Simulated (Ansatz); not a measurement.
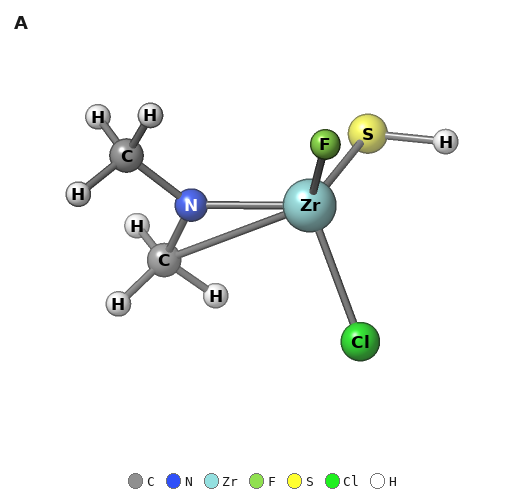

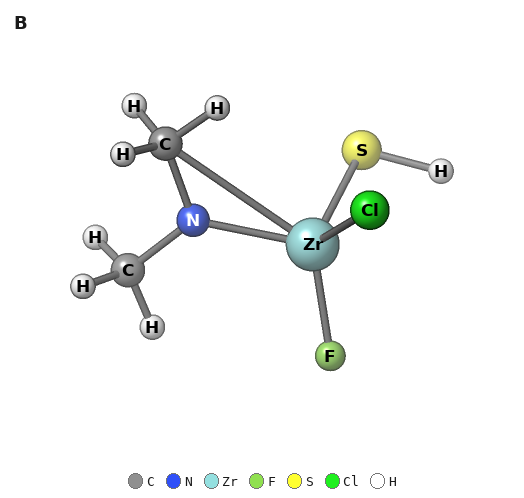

Atoms fade into the background with distance from the viewer. Charge 0, singlet. The computed structure is the end point of a PBE0-D4/def2-TZVP optimisation.

Q: Are A and B the same structure? If not, how do they differ?

A: No. They are mirror images that no rotation superimposes: the geometry of C2H7ClFNSZr is chiral (C1). Their energies are equal.
